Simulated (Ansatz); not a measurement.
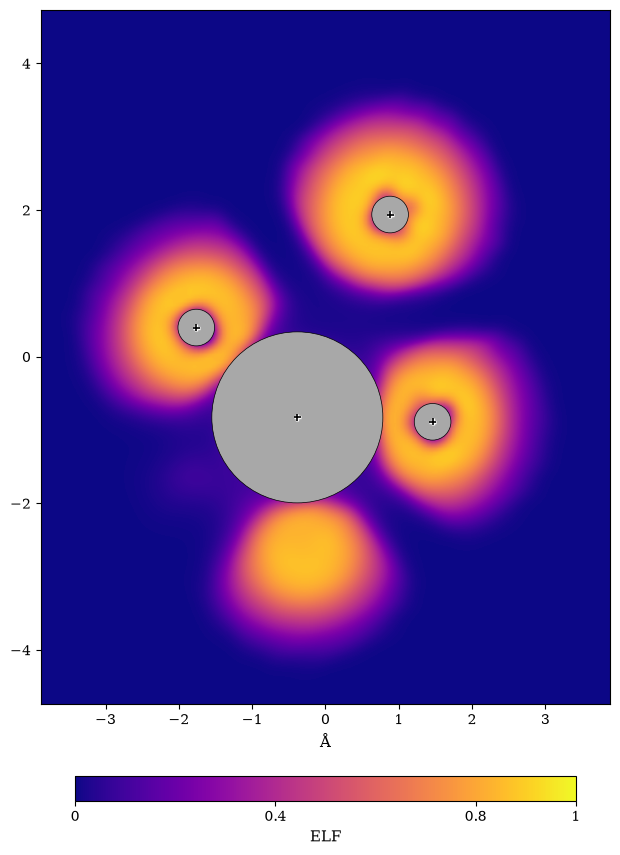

The ELF on a plane through atoms (crosses mark nuclei in the plane; grey discs cover the cores).

Method: RKS PBE0/def2-SVP (Ansatz).

Candidates:
A. F₅HW···HF
B. ClF₂HHfO···H₂O

**Which candidate gave the map?**

Candidate A: F₅HW···HF on the plane of atoms F3, W1 and F4, which holds W and F. W1···F8 (3.04 Å): the ELF dips to about 0 between them. W–F (1.84 Å): the ELF peaks at about 0.85 in the valence shell of F, 0.5 Å from its nucleus, and drops to about 0.25 between the two atoms.
